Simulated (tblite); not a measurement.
C3H11FSSi3: geometry relaxation (part 2 of 2)

Continued. System: C3H11FSSi3. Method: GFN2-xTB geometry optimisation, gas phase (tblite 0.8.0). It belongs to a series of runs on one base structure; here: H on Si replaced by SSiH3.

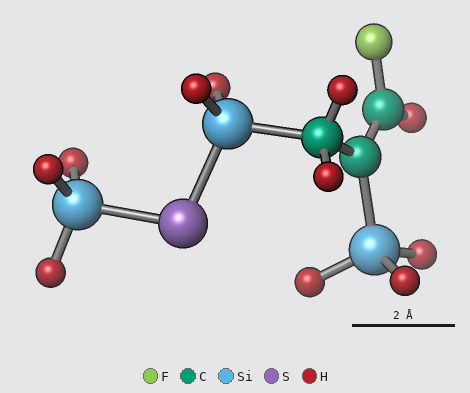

Figure 1. The geometry at step 109 of the log (ball-and-stick view, seen at a tilt).

Trajectory as extended XYZ, continued:
```
19
Properties=species:S:1:pos:R:3:forces:R:3 step=75 energy=-686.47074
F    -2.5278   -2.1880   -0.2215   -0.0050  -0.0100  -0.0070
C    -2.5980   -0.8330   -0.2728    0.0180  -0.0120  -0.0040
C    -1.7795   -0.0552    0.4179   -0.0280  -0.0090   0.0070
Si   -1.9074    1.8209    0.2496   -0.0060   0.0410   0.0120
C    -0.7193   -0.6580    1.2836   -0.0150   0.0070  -0.0060
Si    0.8446   -1.0290    0.2722    0.0330  -0.0070  -0.0160
S     1.7896    0.8632   -0.1204    0.0290  -0.0190  -0.0070
Si    3.5829    0.2874   -1.1481   -0.0520  -0.0030   0.0360
H    -3.3882   -0.5072   -0.9299   -0.0140   0.0070   0.0070
H    -1.5529    2.4023    1.5464   -0.0240  -0.0040  -0.0260
H    -3.2945    2.1497   -0.0967    0.0310  -0.0050   0.0090
H    -1.0067    2.2949   -0.7992   -0.0140  -0.0070   0.0230
H    -1.0737   -1.6014    1.7022    0.0060   0.0070   0.0020
H    -0.4809    0.0087    2.1117   -0.0040   0.0140  -0.0100
H     0.5333   -1.6498   -1.0110   -0.0030  -0.0080  -0.0010
H     1.7800   -1.8541    1.0346    0.0000   0.0010   0.0090
H     3.2075   -0.4233   -2.3633    0.0080  -0.0070  -0.0090
H     4.3463   -0.5752   -0.2567    0.0230  -0.0190  -0.0070
H     4.2348    1.5562   -1.4061    0.0160   0.0310  -0.0120
19
Properties=species:S:1:pos:R:3:forces:R:3 step=80 energy=-686.47193
F    -2.5369   -2.1916   -0.2131    0.0020   0.0070  -0.0010
C    -2.6009   -0.8363   -0.2654   -0.0080   0.0080  -0.0100
C    -1.7793   -0.0579    0.4207   -0.0110   0.0040   0.0070
Si   -1.8973    1.8191    0.2486   -0.0120   0.0080   0.0020
C    -0.7175   -0.6593    1.2847    0.0030  -0.0020  -0.0040
Si    0.8480   -1.0274    0.2734   -0.0050   0.0000   0.0020
S     1.7926    0.8663   -0.1094    0.0100   0.0020   0.0080
Si    3.5716    0.2909   -1.1539    0.0340   0.0000  -0.0140
H    -3.3942   -0.5061   -0.9168   -0.0120  -0.0080  -0.0040
H    -1.6282    2.3947    1.5672   -0.0080   0.0080  -0.0030
H    -3.2600    2.1488   -0.1787    0.0100  -0.0030  -0.0010
H    -0.9320    2.2943   -0.7398   -0.0210  -0.0030   0.0240
H    -1.0712   -1.6039    1.7005    0.0090  -0.0010   0.0120
H    -0.4797    0.0055    2.1147   -0.0080   0.0140  -0.0170
H     0.5303   -1.6407   -1.0117    0.0100  -0.0140  -0.0020
H     1.7828   -1.8510    1.0371    0.0040  -0.0100   0.0030
H     3.1850   -0.4219   -2.3654    0.0060   0.0000   0.0050
H     4.3497   -0.5711   -0.2734    0.0090  -0.0110  -0.0100
H     4.2275    1.5570   -1.4266   -0.0120   0.0010   0.0030
19
Properties=species:S:1:pos:R:3:forces:R:3 step=86 energy=-686.47385
F    -2.5490   -2.1920   -0.2088    0.0010  -0.0170   0.0030
C    -2.6147   -0.8371   -0.2567   -0.0140  -0.0130   0.0140
C    -1.7885   -0.0624    0.4280    0.0100   0.0100  -0.0240
Si   -1.8941    1.8142    0.2563   -0.0110   0.0300   0.0060
C    -0.7170   -0.6589    1.2838    0.0030   0.0100  -0.0080
Si    0.8520   -1.0257    0.2745   -0.0110  -0.0040   0.0150
S     1.8168    0.8627   -0.0874    0.0150  -0.0100   0.0020
Si    3.5768    0.2945   -1.1690    0.0030  -0.0140  -0.0130
H    -3.4187   -0.5079   -0.8958    0.0140   0.0060  -0.0030
H    -1.7685    2.3905    1.5969   -0.0070  -0.0070  -0.0040
H    -3.1991    2.1481   -0.3169   -0.0200  -0.0050  -0.0010
H    -0.8271    2.2920   -0.6181   -0.0140   0.0060   0.0160
H    -1.0583   -1.6052    1.7076   -0.0130   0.0240   0.0000
H    -0.4825    0.0156    2.1073    0.0130  -0.0130   0.0010
H     0.5331   -1.6389   -1.0118    0.0260   0.0070   0.0190
H     1.7816   -1.8489    1.0471   -0.0120  -0.0130  -0.0170
H     3.1581   -0.4212   -2.3670    0.0040  -0.0010  -0.0240
H     4.3771   -0.5772   -0.3182    0.0120   0.0140   0.0040
H     4.2124    1.5670   -1.4594    0.0020  -0.0100   0.0120
19
Properties=species:S:1:pos:R:3:forces:R:3 step=92 energy=-686.47562
F    -2.5459   -2.1942   -0.2092   -0.0030   0.0210   0.0130
C    -2.6183   -0.8390   -0.2546    0.0260   0.0140  -0.0130
C    -1.7911   -0.0587    0.4233   -0.0040  -0.0020   0.0250
Si   -1.9062    1.8199    0.2618   -0.0060  -0.0160  -0.0070
C    -0.7185   -0.6514    1.2817   -0.0020   0.0090   0.0120
Si    0.8497   -1.0327    0.2790    0.0210  -0.0100  -0.0110
S     1.8309    0.8470   -0.0815   -0.0050  -0.0040   0.0030
Si    3.5853    0.2889   -1.1779   -0.0120  -0.0070   0.0060
H    -3.4190   -0.5102   -0.8980   -0.0020  -0.0110   0.0040
H    -1.7952    2.3962    1.6044   -0.0250  -0.0200  -0.0110
H    -3.2032    2.1480   -0.3350    0.0010  -0.0040   0.0160
H    -0.8220    2.2970   -0.5901   -0.0060   0.0210  -0.0020
H    -1.0641   -1.5894    1.7194   -0.0130  -0.0010  -0.0180
H    -0.4753    0.0268    2.0988   -0.0010   0.0250   0.0070
H     0.5416   -1.6487   -1.0059   -0.0060   0.0010  -0.0300
H     1.7738   -1.8689    1.0414    0.0010  -0.0160   0.0250
H     3.1684   -0.4198   -2.3816    0.0090   0.0040   0.0000
H     4.3972   -0.5750   -0.3297    0.0060   0.0060  -0.0110
H     4.2021    1.5734   -1.4539    0.0200  -0.0090  -0.0070
19
Properties=species:S:1:pos:R:3:forces:R:3 step=98 energy=-686.47758
F    -2.5523   -2.1929   -0.2069    0.0160  -0.0040   0.0200
C    -2.6250   -0.8381   -0.2501   -0.0040  -0.0020   0.0100
C    -1.7966   -0.0570    0.4252    0.0170   0.0100  -0.0310
Si   -1.9192    1.8190    0.2654   -0.0060   0.0290  -0.0170
C    -0.7159   -0.6422    1.2779    0.0010  -0.0090  -0.0080
Si    0.8564   -1.0381    0.2817   -0.0110   0.0040   0.0060
S     1.8599    0.8346   -0.0628    0.0000  -0.0120  -0.0040
Si    3.5960    0.2830   -1.1915    0.0130   0.0220  -0.0050
H    -3.4377   -0.5126   -0.8800    0.0150   0.0090  -0.0110
H    -1.9089    2.3830    1.6165   -0.0080  -0.0030   0.0180
H    -3.1800    2.1465   -0.4052    0.0130  -0.0130   0.0010
H    -0.7801    2.3119   -0.5039   -0.0310   0.0100   0.0090
H    -1.0646   -1.5779    1.7181    0.0130   0.0000   0.0190
H    -0.4705    0.0432    2.0897   -0.0080  -0.0150  -0.0080
H     0.5556   -1.6467   -1.0103    0.0020   0.0100   0.0080
H     1.7625   -1.8793    1.0625   -0.0120  -0.0090  -0.0080
H     3.1613   -0.4184   -2.3928    0.0000  -0.0030   0.0000
H     4.4367   -0.5758   -0.3678   -0.0090  -0.0160   0.0060
H     4.2128    1.5670   -1.4731   -0.0010  -0.0080  -0.0060
19
Properties=species:S:1:pos:R:3:forces:R:3 step=104 energy=-686.47924
F    -2.5424   -2.1887   -0.1909   -0.0020  -0.0180  -0.0080
C    -2.6203   -0.8350   -0.2491   -0.0030  -0.0110  -0.0020
C    -1.7909   -0.0489    0.4181    0.0000   0.0010   0.0030
Si   -1.9356    1.8261    0.2700    0.0400   0.0170   0.0340
C    -0.7134   -0.6335    1.2752    0.0110   0.0040  -0.0020
Si    0.8563   -1.0500    0.2830   -0.0080   0.0000   0.0010
S     1.8745    0.8149   -0.0570    0.0070   0.0140   0.0060
Si    3.6073    0.2798   -1.1989    0.0070  -0.0030  -0.0090
H    -3.4320   -0.5155   -0.8832    0.0100  -0.0060  -0.0080
H    -1.9653    2.3720    1.6313   -0.0110  -0.0090  -0.0330
H    -3.1814    2.1373   -0.4310   -0.0240   0.0030  -0.0060
H    -0.7876    2.3435   -0.4680   -0.0100   0.0130   0.0100
H    -1.0658   -1.5616    1.7290    0.0010   0.0070  -0.0010
H    -0.4642    0.0598    2.0785    0.0120  -0.0030   0.0060
H     0.5651   -1.6498   -1.0148   -0.0150   0.0030   0.0080
H     1.7410   -1.9090    1.0690    0.0040   0.0030  -0.0090
H     3.1702   -0.4169   -2.4020   -0.0030  -0.0020   0.0000
H     4.4571   -0.5824   -0.3877   -0.0110  -0.0110   0.0100
H     4.2177    1.5672   -1.4787   -0.0050  -0.0040  -0.0010
19
Properties=species:S:1:pos:R:3:forces:R:3 step=109 energy=-686.47989
F    -2.5414   -2.1912   -0.1862    0.0120   0.0060  -0.0020
C    -2.6167   -0.8371   -0.2490    0.0080   0.0040  -0.0010
C    -1.7872   -0.0476    0.4151   -0.0010   0.0010   0.0040
Si   -1.9360    1.8282    0.2720   -0.0330   0.0010  -0.0140
C    -0.7101   -0.6298    1.2747   -0.0010   0.0010   0.0050
Si    0.8582   -1.0506    0.2834    0.0000   0.0010   0.0000
S     1.8828    0.8128   -0.0523   -0.0030  -0.0010   0.0020
Si    3.6112    0.2779   -1.2020   -0.0100  -0.0140   0.0040
H    -3.4266   -0.5200   -0.8866    0.0060   0.0010  -0.0050
H    -1.9952    2.3679    1.6332    0.0050  -0.0010  -0.0050
H    -3.1793    2.1340   -0.4407    0.0130  -0.0060   0.0040
H    -0.7864    2.3619   -0.4510   -0.0010   0.0030   0.0150
H    -1.0667   -1.5550    1.7307    0.0140  -0.0080   0.0050
H    -0.4569    0.0633    2.0770   -0.0050   0.0070  -0.0010
H     0.5610   -1.6475   -1.0141   -0.0090   0.0040  -0.0020
H     1.7371   -1.9170    1.0679    0.0080   0.0090  -0.0110
H     3.1694   -0.4173   -2.4044   -0.0030  -0.0020  -0.0010
H     4.4552   -0.5901   -0.3902   -0.0040   0.0040  -0.0020
H     4.2180    1.5663   -1.4851    0.0040  -0.0090   0.0060
19
Properties=species:S:1:pos:R:3:forces:R:3 step=115 energy=-686.48103
F    -2.5270   -2.1934   -0.1806    0.0120   0.0090  -0.0070
C    -2.6053   -0.8398   -0.2481    0.0120   0.0120  -0.0050
C    -1.7819   -0.0455    0.4181   -0.0020  -0.0030  -0.0050
Si   -1.9469    1.8295    0.2742    0.0200  -0.0080   0.0010
C    -0.7037   -0.6215    1.2801   -0.0030  -0.0010   0.0070
Si    0.8564   -1.0491    0.2807    0.0060   0.0140   0.0030
S     1.8935    0.8082   -0.0417   -0.0050   0.0110  -0.0190
Si    3.6084    0.2681   -1.2086    0.0040   0.0050  -0.0020
H    -3.4092   -0.5247   -0.8939   -0.0090  -0.0120  -0.0020
H    -2.0671    2.3580    1.6346   -0.0170   0.0080   0.0220
H    -3.1582    2.1232   -0.4938   -0.0050  -0.0020  -0.0020
H    -0.7712    2.3951   -0.3800   -0.0050  -0.0220  -0.0010
H    -1.0512   -1.5485    1.7397   -0.0240   0.0140   0.0120
H    -0.4507    0.0764    2.0777    0.0030   0.0020   0.0050
H     0.5357   -1.6371   -1.0153    0.0140   0.0060  -0.0030
H     1.7360   -1.9210    1.0573    0.0070  -0.0090  -0.0140
H     3.1575   -0.4210   -2.4111   -0.0080  -0.0050   0.0050
H     4.4555   -0.6020   -0.4031   -0.0010  -0.0070  -0.0020
H     4.2195    1.5543   -1.4938    0.0010  -0.0120   0.0070
19
Properties=species:S:1:pos:R:3:forces:R:3 step=121 energy=-686.48306
F    -2.4923   -2.1916   -0.1796    0.0140  -0.0250  -0.0170
C    -2.5852   -0.8394   -0.2533   -0.0020  -0.0270   0.0090
C    -1.7732   -0.0389    0.4191   -0.0030   0.0000   0.0100
Si   -1.9600    1.8326    0.2855   -0.0190   0.0110   0.0200
C    -0.6948   -0.6065    1.2880   -0.0040   0.0040  -0.0020
Si    0.8600   -1.0369    0.2801   -0.0130  -0.0100  -0.0070
S     1.9022    0.8190   -0.0374   -0.0050  -0.0170  -0.0110
Si    3.5985    0.2494   -1.2158    0.0040   0.0040  -0.0020
H    -3.3929   -0.5408   -0.9033    0.0250   0.0190   0.0150
H    -2.1869    2.3429    1.6414   -0.0100   0.0010  -0.0070
H    -3.1224    2.1040   -0.5627    0.0050   0.0160   0.0040
H    -0.7500    2.4218   -0.2755    0.0100  -0.0050  -0.0100
H    -1.0458   -1.5259    1.7595    0.0000  -0.0010  -0.0010
H    -0.4393    0.0996    2.0778   -0.0040   0.0080  -0.0030
H     0.5253   -1.6126   -1.0185    0.0100   0.0150  -0.0050
H     1.7494   -1.9287    1.0229   -0.0100   0.0110   0.0100
H     3.1235   -0.4339   -2.4119   -0.0040  -0.0060   0.0010
H     4.4457   -0.6288   -0.4199   -0.0070  -0.0190   0.0070
H     4.2282    1.5240   -1.5039    0.0140   0.0210  -0.0100
19
Properties=species:S:1:pos:R:3:forces:R:3 step=126 energy=-686.48446
F    -2.4538   -2.1964   -0.1928    0.0050   0.0040  -0.0080
C    -2.5680   -0.8450   -0.2536   -0.0060  -0.0070  -0.0130
C    -1.7714   -0.0353    0.4253    0.0050   0.0150   0.0170
Si   -1.9832    1.8346    0.3012   -0.0090  -0.0090  -0.0160
C    -0.6875   -0.5895    1.2949   -0.0020   0.0020   0.0010
Si    0.8584   -1.0306    0.2772    0.0100   0.0110   0.0040
S     1.9217    0.8146   -0.0370    0.0010   0.0000   0.0020
Si    3.6062    0.2325   -1.2276   -0.0100  -0.0050   0.0090
H    -3.3761   -0.5474   -0.9031    0.0040  -0.0140  -0.0010
H    -2.3187    2.3287    1.6388   -0.0040   0.0060   0.0250
H    -3.0868    2.0956   -0.6235   -0.0120   0.0210  -0.0100
H    -0.7454    2.4470   -0.1674    0.0090  -0.0090  -0.0010
H    -1.0370   -1.5026    1.7792    0.0150  -0.0090   0.0060
H    -0.4305    0.1281    2.0734    0.0120  -0.0020   0.0040
H     0.5137   -1.5884   -1.0258    0.0030  -0.0010  -0.0090
H     1.7479   -1.9306    1.0093   -0.0180  -0.0010   0.0110
H     3.0987   -0.4460   -2.4132    0.0190   0.0030  -0.0110
H     4.4526   -0.6613   -0.4460   -0.0210   0.0000   0.0010
H     4.2494    1.5014   -1.5168   -0.0020  -0.0050  -0.0100
19
Properties=species:S:1:pos:R:3:forces:R:3 step=132 energy=-686.48567
F    -2.4178   -2.1981   -0.2063    0.0210   0.0020   0.0050
C    -2.5490   -0.8477   -0.2577   -0.0120  -0.0080  -0.0030
C    -1.7713   -0.0313    0.4357   -0.0010  -0.0110  -0.0050
Si   -2.0022    1.8371    0.3097   -0.0070  -0.0120   0.0210
C    -0.6822   -0.5786    1.3047   -0.0010   0.0070  -0.0050
Si    0.8552   -1.0241    0.2748   -0.0150  -0.0090   0.0090
S     1.9257    0.8149   -0.0403   -0.0030   0.0180   0.0030
Si    3.6028    0.2215   -1.2333    0.0120  -0.0040  -0.0220
H    -3.3556   -0.5600   -0.9130   -0.0010   0.0090   0.0010
H    -2.3840    2.3246    1.6394    0.0030  -0.0050  -0.0070
H    -3.0740    2.1057   -0.6515    0.0060  -0.0030   0.0100
H    -0.7483    2.4497   -0.1132    0.0120   0.0070  -0.0030
H    -1.0250   -1.4898    1.7986    0.0040   0.0130  -0.0150
H    -0.4173    0.1431    2.0772   -0.0070   0.0020  -0.0080
H     0.5031   -1.5704   -1.0313    0.0020  -0.0040  -0.0010
H     1.7357   -1.9368    1.0019   -0.0040   0.0010   0.0070
H     3.1041   -0.4524   -2.4256   -0.0020   0.0060  -0.0020
H     4.4359   -0.6836   -0.4518   -0.0050   0.0010   0.0110
H     4.2546    1.4856   -1.5254    0.0000  -0.0100   0.0030
19
Properties=species:S:1:pos:R:3:forces:R:3 step=138 energy=-686.48609
F    -2.4024   -2.1996   -0.2102    0.0030   0.0000  -0.0030
C    -2.5462   -0.8504   -0.2589    0.0030   0.0000  -0.0030
C    -1.7719   -0.0306    0.4339   -0.0010   0.0000  -0.0020
Si   -2.0104    1.8366    0.3157    0.0040   0.0010   0.0030
C    -0.6789   -0.5722    1.3006    0.0010   0.0010  -0.0010
Si    0.8593   -1.0168    0.2731    0.0010   0.0010  -0.0040
S     1.9316    0.8230   -0.0384   -0.0030  -0.0030  -0.0070
Si    3.6008    0.2141   -1.2357   -0.0010   0.0010   0.0020
H    -3.3554   -0.5651   -0.9120   -0.0040  -0.0060  -0.0010
H    -2.4104    2.3175    1.6419    0.0020  -0.0030   0.0050
H    -3.0703    2.1072   -0.6569   -0.0060  -0.0030   0.0020
H    -0.7536    2.4554   -0.0904    0.0070   0.0040   0.0030
H    -1.0173   -1.4839    1.7957   -0.0040   0.0020  -0.0010
H    -0.4154    0.1516    2.0712   -0.0050   0.0050   0.0000
H     0.5150   -1.5629   -1.0354   -0.0030  -0.0010   0.0060
H     1.7345   -1.9325    1.0035   -0.0010   0.0070   0.0040
H     3.0922   -0.4556   -2.4257    0.0000  -0.0020  -0.0070
H     4.4217   -0.6954   -0.4469    0.0040  -0.0070   0.0020
H     4.2671    1.4687   -1.5325    0.0030   0.0040   0.0020
```

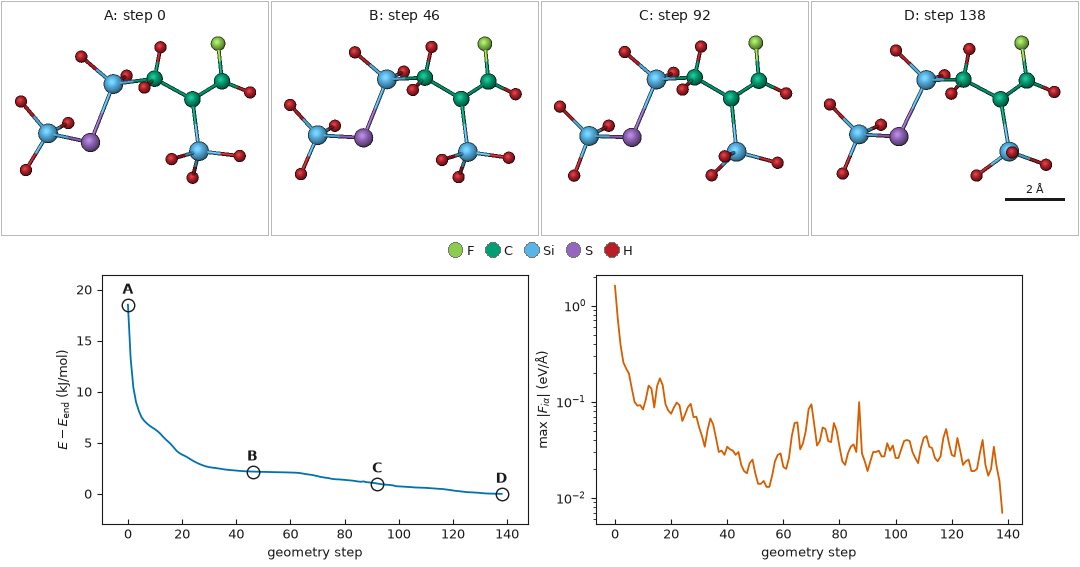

Figure 2. Frames of the relaxation (ball-and-stick view, seen at a tilt) above the curves, on which the letters mark them (steps are counted from 0).

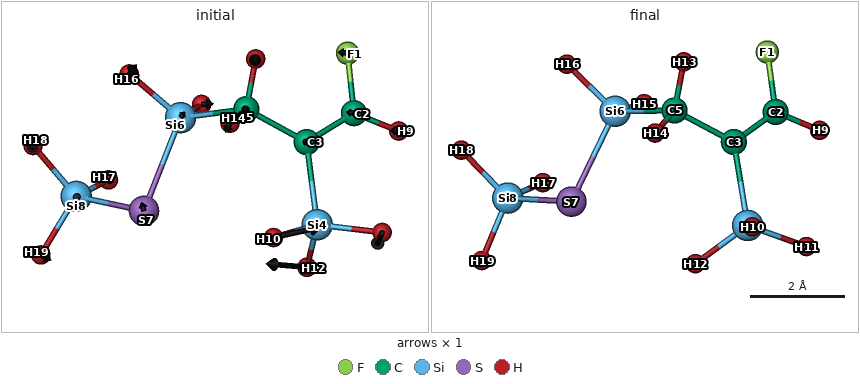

Figure 3. Before (left) and after (right) the relaxation, at one scale (ball-and-stick view, seen at a tilt). The black arrows give the displacements, at true length. Over 138 geometry steps the energy falls by 18.5 kJ/mol. The largest force component goes from 1.6 to 0.007 eV/Å. H12 moves most after the best rigid fit: 1.15 Å. Largest moves by element: H 1.15 Å, F 0.22 Å, S 0.21 Å, C 0.18 Å, Si 0.17 Å. Among the contacts that change: C2–C3 1.351 → 1.323 Å, Si8–H19 1.477 → 1.451 Å, Si4–H10 1.488 → 1.466 Å, Si4–H11 1.485 → 1.464 Å. Among the angles that change: Si6–S7–Si8 95.0° → 103.1°, S7–Si8–H19 108.5° → 103.1°, C3–C5–Si6 116.5° → 111.2°. (Atoms are counted from 1 in the order of the input.)

The run was set up as follows.

The input:
```
{"job": {"kind": "relax", "xc": "GFN2-xTB", "basis": "xTB"}, "charge": 0, "multiplicity": 1}
F     -2.606600    -2.182800    -0.275100
C     -2.712500    -0.832500    -0.319000
C     -1.808600    -0.059500     0.321900
Si    -1.995600     1.805600     0.266800
C     -0.686000    -0.645400     1.150000
Si     0.964900    -0.880300     0.277900
S      1.886000     1.027600    -0.073200
Si     3.599700     0.228900    -1.066300
H     -3.558300    -0.534800    -0.896800
H     -1.299500     2.401300     1.439400
H     -3.440200     2.139400     0.350600
H     -1.462900     2.313600    -1.004400
H     -0.995300    -1.633800     1.514100
H     -0.529000    -0.054800     2.053200
H      0.792400    -1.572400    -1.013800
H      1.872100    -1.670800     1.162300
H      3.164200    -0.491200    -2.291300
H      4.319800    -0.698000    -0.159000
H      4.485600     1.348900    -1.444600
```

The first line tells a small driver script what to run in tblite; the rest is the geometry in Å.

Command:
```bash
OMP_NUM_THREADS=1 python <driver script> task.json out
```

Key numbers:

| quantity | value |
| --- | --- |
| outcome | converged |
| total energy | −686.4861 eV |
| hardware | 1 CPU thread, shared host |
| wall time | 1.9 s |
| peak memory | 0.18 GiB |
